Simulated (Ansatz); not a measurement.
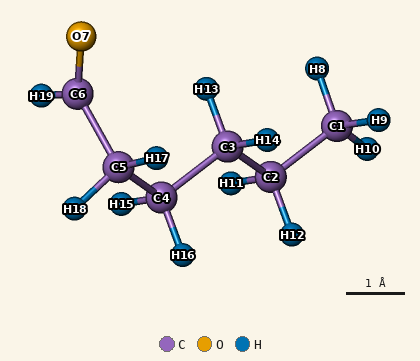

The input geometry (ball-and-stick view, seen at a tilt; atoms are numbered from 1 in the order of the input).

# C$_{6}$H$_{12}$O: molecular dynamics (part 1 of 2)

C$_{6}$H$_{12}$O, SMILES CCCCCC=O, computed with RKS revPBE-d3bj/def2-SVP (Ansatz 0.2.0).

The geometry comes from this level: PBE0-D4/def2-TZVP. Figures and captions count atoms from 1; the log counts them from 0 in places.

Output
```
Functional definition: revPBE
  name "revPBE"
  cite "Zhang & Yang, Phys. Rev. Lett. 80, 890 (1998) doi:10.1103/PhysRevLett.80.890"
  cite "Perdew, Burke & Ernzerhof, Phys. Rev. Lett. 77, 3865 (1996) doi:10.1103/PhysRevLett.77.3865"
  parameter kappa = 1.245
  parameter beta = 0.06672455060314922
  exchange = pbe_x(kappa = kappa, mu = beta*pi^2/3)
  correlation = pbe_c(beta = beta)
1787 factors; their error is unknown
mean field evaluation 1: about -8440.2628 eV, gradient 7.9e1 eV
mean field evaluation 2: about -8417.4643 eV, gradient 1.2e2 eV
mean field evaluation 4: about -8455.8365 eV, gradient 1.3e1 eV
mean field evaluation 8: about -8456.1720 eV, gradient 2.3e-1 eV
mean field evaluation 16: about -8456.0850 eV, gradient 7.4e-4 eV
mean field -8456.08496662 eV, -310.7553907832 hartree, gradient 1.4e-5 eV, S^2 0.000000; 0 other end points of the search recorded, 0 dependent functions left out
the calculation of the forces begins
reference -8456.08501331 eV, -310.7553924988 hartree; 28, 28 occupied and 130, 130 virtual orbitals, 1787 factors
md step     0: t =     0.00 fs  T =  1000.0 K  F+E_penalty+E_count = -8457.13431022 eV  E_kin = 2.197420 eV  conserved = -8454.93689023 eV  (30 SCF iters)
these checks for a lower state are left out or cut short: starts, cluster_reference, orbital_swaps, neighbouring_geometries, increment
1787 factors; their error is unknown
mean field -8455.78708410 eV, -310.7444438023 hartree, gradient 1.3e-5 eV, S^2 0.000000; 0 other end points of the search recorded, 0 dependent functions left out
the calculation of the forces begins
reference -8455.78713055 eV, -310.7444455093 hartree; 28, 28 occupied and 130, 130 virtual orbitals, 1787 factors
md step     1: t =     1.00 fs  T =   874.1 K  F+E_penalty+E_count = -8456.83563600 eV  E_kin = 1.920789 eV  conserved = -8454.91485338 eV  (31 SCF iters, 3 dispersion substeps)
[... from here on the SCF iterations and repeated set-up lines of each step are left out, up to the last step ...]
md step     2: t =     2.00 fs  T =   643.1 K  F+E_penalty+E_count = -8456.28598029 eV  E_kin = 1.413101 eV  conserved = -8454.87293437 eV  (31 SCF iters, 3 dispersion substeps)
md step     3: t =     3.00 fs  T =   533.1 K  F+E_penalty+E_count = -8456.05525385 eV  E_kin = 1.171508 eV  conserved = -8454.88392626 eV  (31 SCF iters, 3 dispersion substeps)
md step     4: t =     4.00 fs  T =   514.8 K  F+E_penalty+E_count = -8456.03392658 eV  E_kin = 1.131339 eV  conserved = -8454.90298656 eV  (31 SCF iters, 3 dispersion substeps)
md step     5: t =     5.00 fs  T =   469.0 K  F+E_penalty+E_count = -8455.92829171 eV  E_kin = 1.030677 eV  conserved = -8454.89832386 eV  (31 SCF iters, 3 dispersion substeps)
md step     6: t =     6.00 fs  T =   390.7 K  F+E_penalty+E_count = -8455.75080590 eV  E_kin = 0.858635 eV  conserved = -8454.89325162 eV  (31 SCF iters, 3 dispersion substeps)
md step     7: t =     7.00 fs  T =   308.9 K  F+E_penalty+E_count = -8455.56997539 eV  E_kin = 0.678783 eV  conserved = -8454.89266791 eV  (31 SCF iters, 3 dispersion substeps)
md step     8: t =     8.00 fs  T =   252.2 K  F+E_penalty+E_count = -8455.43256449 eV  E_kin = 0.554185 eV  conserved = -8454.88025703 eV  (31 SCF iters, 3 dispersion substeps)
md step     9: t =     9.00 fs  T =   308.3 K  F+E_penalty+E_count = -8455.54375198 eV  E_kin = 0.677509 eV  conserved = -8454.86861747 eV  (31 SCF iters, 3 dispersion substeps)
md step    10: t =    10.00 fs  T =   520.8 K  F+E_penalty+E_count = -8456.03831266 eV  E_kin = 1.144454 eV  conserved = -8454.89709408 eV  (31 SCF iters, 3 dispersion substeps)
md step    11: t =    11.00 fs  T =   722.4 K  F+E_penalty+E_count = -8456.51331961 eV  E_kin = 1.587519 eV  conserved = -8454.93045502 eV  (31 SCF iters, 3 dispersion substeps)
md step    12: t =    12.00 fs  T =   721.0 K  F+E_penalty+E_count = -8456.49917000 eV  E_kin = 1.584275 eV  conserved = -8454.92128872 eV  (31 SCF iters, 3 dispersion substeps)
md step    13: t =    13.00 fs  T =   580.2 K  F+E_penalty+E_count = -8456.14681782 eV  E_kin = 1.275032 eV  conserved = -8454.87983145 eV  (31 SCF iters, 3 dispersion substeps)
md step    14: t =    14.00 fs  T =   524.4 K  F+E_penalty+E_count = -8456.02264480 eV  E_kin = 1.152377 eV  conserved = -8454.87981864 eV  (31 SCF iters, 3 dispersion substeps)
md step    15: t =    15.00 fs  T =   573.1 K  F+E_penalty+E_count = -8456.15249533 eV  E_kin = 1.259243 eV  conserved = -8454.90441440 eV  (31 SCF iters, 3 dispersion substeps)
md step    16: t =    16.00 fs  T =   590.5 K  F+E_penalty+E_count = -8456.18855356 eV  E_kin = 1.297672 eV  conserved = -8454.90386333 eV  (31 SCF iters, 3 dispersion substeps)
md step    17: t =    17.00 fs  T =   545.2 K  F+E_penalty+E_count = -8456.07957363 eV  E_kin = 1.197990 eV  conserved = -8454.89644713 eV  (31 SCF iters, 3 dispersion substeps)
md step    18: t =    18.00 fs  T =   470.6 K  F+E_penalty+E_count = -8455.91328397 eV  E_kin = 1.034100 eV  conserved = -8454.89583420 eV  (31 SCF iters, 3 dispersion substeps)
md step    19: t =    19.00 fs  T =   385.8 K  F+E_penalty+E_count = -8455.72063565 eV  E_kin = 0.847683 eV  conserved = -8454.89121067 eV  (31 SCF iters, 3 dispersion substeps)
md step    20: t =    20.00 fs  T =   342.1 K  F+E_penalty+E_count = -8455.60692870 eV  E_kin = 0.751635 eV  conserved = -8454.87501777 eV  (31 SCF iters, 3 dispersion substeps)
md step    21: t =    21.00 fs  T =   426.7 K  F+E_penalty+E_count = -8455.79791180 eV  E_kin = 0.937550 eV  conserved = -8454.88175139 eV  (31 SCF iters, 3 dispersion substeps)
md step    22: t =    22.00 fs  T =   586.2 K  F+E_penalty+E_count = -8456.18123793 eV  E_kin = 1.288034 eV  conserved = -8454.91691730 eV  (31 SCF iters, 3 dispersion substeps)
md step    23: t =    23.00 fs  T =   628.5 K  F+E_penalty+E_count = -8456.27852735 eV  E_kin = 1.381043 eV  conserved = -8454.92409992 eV  (31 SCF iters, 3 dispersion substeps)
md step    24: t =    24.00 fs  T =   520.8 K  F+E_penalty+E_count = -8456.00421928 eV  E_kin = 1.144375 eV  conserved = -8454.88930635 eV  (31 SCF iters, 3 dispersion substeps)
md step    25: t =    25.00 fs  T =   453.4 K  F+E_penalty+E_count = -8455.83929578 eV  E_kin = 0.996304 eV  conserved = -8454.87497349 eV  (31 SCF iters, 3 dispersion substeps)
md step    26: t =    26.00 fs  T =   507.7 K  F+E_penalty+E_count = -8455.98120472 eV  E_kin = 1.115611 eV  conserved = -8454.90018143 eV  (31 SCF iters, 3 dispersion substeps)
md step    27: t =    27.00 fs  T =   559.9 K  F+E_penalty+E_count = -8456.09695899 eV  E_kin = 1.230385 eV  conserved = -8454.90417838 eV  (31 SCF iters, 3 dispersion substeps)
md step    28: t =    28.00 fs  T =   554.2 K  F+E_penalty+E_count = -8456.07152586 eV  E_kin = 1.217835 eV  conserved = -8454.89455651 eV  (31 SCF iters, 3 dispersion substeps)
md step    29: t =    29.00 fs  T =   528.4 K  F+E_penalty+E_count = -8456.00997956 eV  E_kin = 1.161209 eV  conserved = -8454.89291902 eV  (31 SCF iters, 3 dispersion substeps)
md step    30: t =    30.00 fs  T =   498.6 K  F+E_penalty+E_count = -8455.94349127 eV  E_kin = 1.095589 eV  conserved = -8454.89527749 eV  (31 SCF iters, 3 dispersion substeps)
md step    31: t =    31.00 fs  T =   469.4 K  F+E_penalty+E_count = -8455.86761138 eV  E_kin = 1.031579 eV  conserved = -8454.88656171 eV  (31 SCF iters, 3 dispersion substeps)
md step    32: t =    32.00 fs  T =   500.7 K  F+E_penalty+E_count = -8455.92458159 eV  E_kin = 1.100244 eV  conserved = -8454.87814765 eV  (31 SCF iters, 3 dispersion substeps)
md step    33: t =    33.00 fs  T =   620.2 K  F+E_penalty+E_count = -8456.20786873 eV  E_kin = 1.362804 eV  conserved = -8454.90279418 eV  (30 SCF iters, 3 dispersion substeps)
md step    34: t =    34.00 fs  T =   695.0 K  F+E_penalty+E_count = -8456.38744450 eV  E_kin = 1.527179 eV  conserved = -8454.92271343 eV  (31 SCF iters, 3 dispersion substeps)
md step    35: t =    35.00 fs  T =   627.2 K  F+E_penalty+E_count = -8456.20940130 eV  E_kin = 1.378132 eV  conserved = -8454.89856141 eV  (31 SCF iters, 3 dispersion substeps)
md step    36: t =    36.00 fs  T =   548.0 K  F+E_penalty+E_count = -8456.00759811 eV  E_kin = 1.204081 eV  conserved = -8454.87521844 eV  (31 SCF iters, 3 dispersion substeps)
md step    37: t =    37.00 fs  T =   575.5 K  F+E_penalty+E_count = -8456.08503839 eV  E_kin = 1.264582 eV  conserved = -8454.89649259 eV  (31 SCF iters, 3 dispersion substeps)
md step    38: t =    38.00 fs  T =   613.5 K  F+E_penalty+E_count = -8456.17305824 eV  E_kin = 1.348060 eV  conserved = -8454.90574046 eV  (31 SCF iters, 3 dispersion substeps)
md step    39: t =    39.00 fs  T =   585.0 K  F+E_penalty+E_count = -8456.09496195 eV  E_kin = 1.285433 eV  conserved = -8454.89512576 eV  (31 SCF iters, 3 dispersion substeps)
md step    40: t =    40.00 fs  T =   528.7 K  F+E_penalty+E_count = -8455.96109011 eV  E_kin = 1.161836 eV  conserved = -8454.88947278 eV  (32 SCF iters, 3 dispersion substeps)
md step    41: t =    41.00 fs  T =   480.9 K  F+E_penalty+E_count = -8455.85332207 eV  E_kin = 1.056804 eV  conserved = -8454.89103658 eV  (31 SCF iters, 3 dispersion substeps)
md step    42: t =    42.00 fs  T =   446.1 K  F+E_penalty+E_count = -8455.76941831 eV  E_kin = 0.980298 eV  conserved = -8454.88769918 eV  (31 SCF iters, 3 dispersion substeps)
md step    43: t =    43.00 fs  T =   454.5 K  F+E_penalty+E_count = -8455.77576074 eV  E_kin = 0.998729 eV  conserved = -8454.87967160 eV  (31 SCF iters, 3 dispersion substeps)
md step    44: t =    44.00 fs  T =   539.5 K  F+E_penalty+E_count = -8455.97120493 eV  E_kin = 1.185505 eV  conserved = -8454.89294533 eV  (31 SCF iters, 3 dispersion substeps)
md step    45: t =    45.00 fs  T =   623.8 K  F+E_penalty+E_count = -8456.17230583 eV  E_kin = 1.370681 eV  conserved = -8454.91438455 eV  (31 SCF iters, 3 dispersion substeps)
md step    46: t =    46.00 fs  T =   600.5 K  F+E_penalty+E_count = -8456.10594217 eV  E_kin = 1.319659 eV  conserved = -8454.90495525 eV  (31 SCF iters, 3 dispersion substeps)
md step    47: t =    47.00 fs  T =   530.0 K  F+E_penalty+E_count = -8455.91888487 eV  E_kin = 1.164628 eV  conserved = -8454.87849297 eV  (31 SCF iters, 3 dispersion substeps)
md step    48: t =    48.00 fs  T =   546.9 K  F+E_penalty+E_count = -8455.95998944 eV  E_kin = 1.201684 eV  conserved = -8454.88795672 eV  (31 SCF iters, 3 dispersion substeps)
md step    49: t =    49.00 fs  T =   608.2 K  F+E_penalty+E_count = -8456.10706508 eV  E_kin = 1.336403 eV  conserved = -8454.90623869 eV  (31 SCF iters, 3 dispersion substeps)
these checks for a lower state are left out or cut short: starts, cluster_reference, orbital_swaps, neighbouring_geometries, increment
1787 factors; their error is unknown
mean field -8455.07852365 eV, -310.7184046860 hartree, gradient 1.6e-5 eV, S^2 0.000000; 0 other end points of the search recorded, 0 dependent functions left out
the calculation of the forces begins
reference -8455.07857149 eV, -310.7184064442 hartree; 28, 28 occupied and 130, 130 virtual orbitals, 1787 factors
1787 factors; their error is unknown
mean field evaluation 416: about -8455.1713 eV, gradient 4.3e-1 eV
mean field -8455.07852365 eV, -310.7184046860 hartree, gradient 3.2e-5 eV, S^2 0.000000; 1 other end points of the search recorded, 0 dependent functions left out
the calculation of the forces begins
reference -8455.07857149 eV, -310.7184064442 hartree; 28, 28 occupied and 130, 130 virtual orbitals, 1787 factors
md step    50: t =    50.00 fs  T =   605.0 K  F+E_penalty+E_count = -8456.08536318 eV  E_kin = 1.329358 eV  conserved = -8454.89791354 eV  (32 SCF iters, 3 dispersion substeps)
```

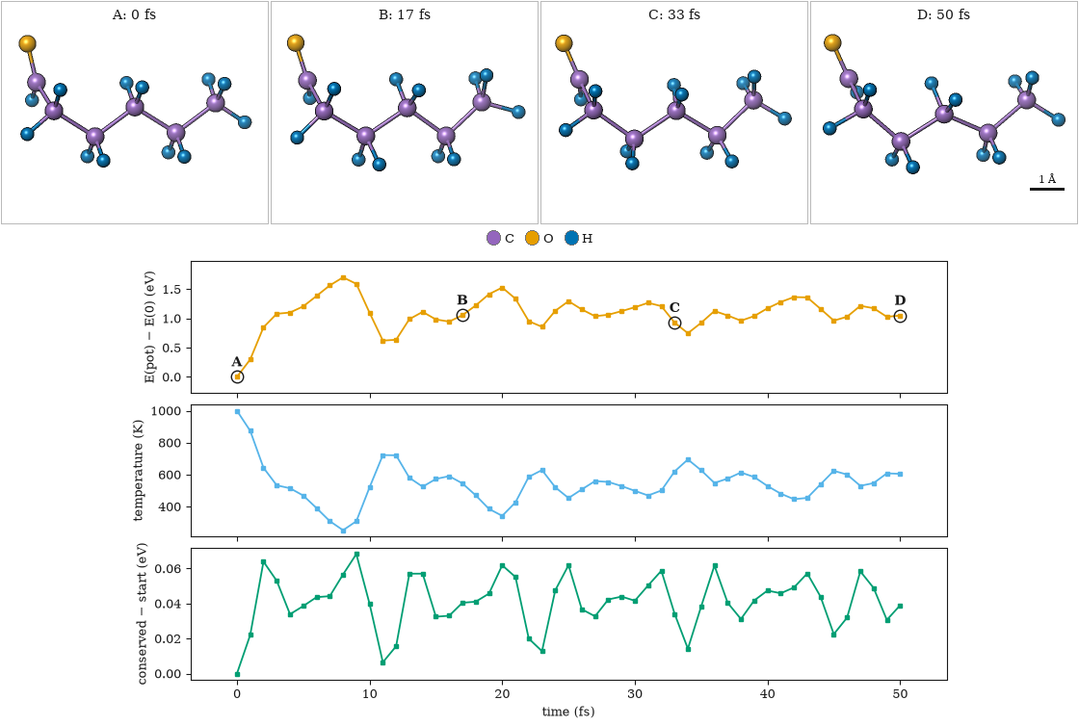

Frames of the molecular dynamics (ball-and-stick, seen at a tilt) above the curves, on which the letters mark them. The trajectory kept here has 51 frames over 50 fs. The temperature starts at 1000 K, ranges from 252 to 1000 K and averages 550 K over the second half. The potential energy ends 1.049 eV above its first value. The conserved quantity stays within 0.068 eV. After an unweighted best fit of the last frame on the first, the root-mean-square displacement is 0.25 Å, and H19 has moved furthest (0.52 Å).
